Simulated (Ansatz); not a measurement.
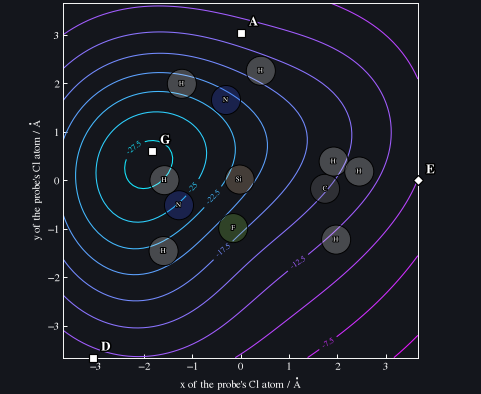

CH₇FN₂Si (SMILES C[Si](N)(N)F) with the probe Cl-. The probe is moved over a plane parallel to the molecule's main plane, 4.94 Å above it. The first coordinate is: x of the probe's Cl atom; the second: y of the probe's Cl atom. Nothing is relaxed (molecule and probe rigid). Grid: 13 × 13 points. Points are written as (first, second). Energies are in kJ/mol, from molecule and probe far apart, each relaxed in its own basis (no counterpoise correction). The calculation used RHF/def2-SVPD (Ansatz).

Drawn: contour lines labelled in kJ/mol, labelled circles for the molecule's atoms, projected on the plane, lettered points. Between grid points the surface is interpolated.

Q: Is D the lowest point of the computed grid?

A: No. D lies 16.3 kJ/mol above the lowest grid point, which is at (−1.83 Å, 0.61 Å) [nearest 1 H at 3.17 Å].

Q: What kind of point is each of A, G: minimum, saddle, maximum or slope?

A: A: on a slope; G: minimum. (In these two coordinates alone; a stationary point may lie a little off the grid point.)

Q: Rank the lettered points by energy, lowest first.

A: G (−28.0 kJ/mol), A (−13.7 kJ/mol), D (−11.7 kJ/mol), E (−10.0 kJ/mol).
